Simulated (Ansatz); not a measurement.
The parent structure is BN (space group Pm-3n, No. 223; a = 4.419 Å; a hypothetical phase, not in the database extracts checked).

Now apply this change: a hydrostatic pressure of 0.3 GPa.

Method: Kohn–Sham DFT with the PBEsol functional, run in Ansatz (a quantum-chemistry and plane-wave program) with PAW and 420 eV plane waves, no spin-orbit coupling.

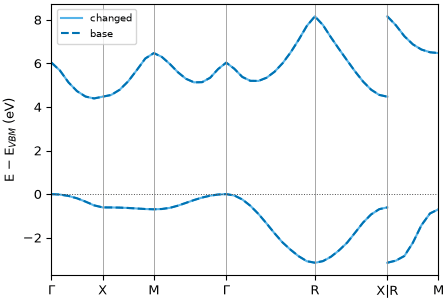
Figure. Highest valence and lowest conduction band along the path, each from its own valence-band maximum

The gap is 4.39 eV, indirect, Γ → Γ–X (83 % along); the base has 4.39 eV.

Load acts through the strain it causes; cell and atoms are relaxed under it. No phonon test of stability was made.
